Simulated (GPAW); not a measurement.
## PbO (P4/nmm): how ε∞ follows the gap

The empty bands of PbO (P4/nmm) are shifted up rigidly by Δ, and ε∞ along x is computed for each shift. x, y and z are the Cartesian axes of the input cell.

Cell: a, b, c = 3.990, 3.990, 5.010 Å (primitive vectors), 4 atoms.

Method: GPAW 26.7.0, PBE, RPA, k-mesh 8×8×6, local fields up to 50 eV, Lorentzian half width 0.15 eV.

Launch of the response step: `OMP_NUM_THREADS=1 python df.py`. The series took 17.6 min in all, its band step included, on 1 thread of Arm Neoverse N1 (shared host).

```tsv
Δ (eV)	ε∞ along x
0.00	6.531
0.40	6.131
0.80	?
1.20	5.499
1.60	5.245
2.00	5.021
```

With one effective transition at E₀ and fixed dipole strength, ε∞ − 1 = A/(E₀ + Δ), so 1/(ε∞ − 1) is linear in Δ.

Working, on the rows shown:

| x = Δ (eV) | y = 1/(ε∞ − 1) |
| --- | --- |
| 0 | 0.180799 |
| 0.4 | 0.194894 |
| 1.2 | 0.222272 |
| 1.6 | 0.235571 |
| 2 | 0.248694 |

Means: x̄ = 1.04, ȳ = 0.21645. Σ(x − x̄)(y − ȳ) = 0.09347, Σ(x − x̄)² = 2.752. Slope = 0.09347 / 2.752 = 0.03396; intercept = ȳ − slope · x̄ = 0.18112. Turned back into ε∞ along x, the line misses the rows shown by at most 0.0099.

Question: Fill in the last column of the withheld row.

Answer: At x = 0.8 the line gives y = 0.20829, that is 5.801. The run gave 5.791, so the interpolation is off by 0.0099, 0.7 % of the range in the table.

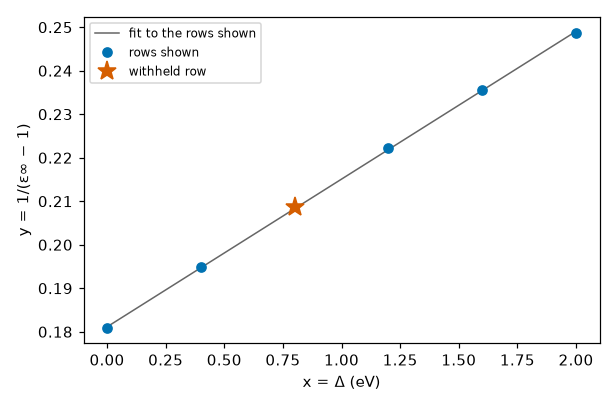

Refitted with all rows, the slope is 0.03393 and the intercept 0.18123. These give E₀ = intercept/slope = 5.3 eV, far above the least direct gap of 2.12 eV: most of the screening comes from transitions well over the edge. Over the first step ε∞ falls by 15 % per eV. The cell comes from an older database entry, whose edges can be off by a per cent or so. Excitons are left out. The values come from a sum over the points of one k-mesh and carry its error, which grows as the direct gap shrinks. This version of GPAW has incomplete matrix elements in the optical limit, which can lower ε − 1 by up to a tenth where first-row anions or d states rule. Spin-orbit coupling is left out.

[Logs are printed without paths, hosts, clocks, repeated set-up lines and the standing remarks that a program may print on its own settings, such as how far it seeks lower states.]
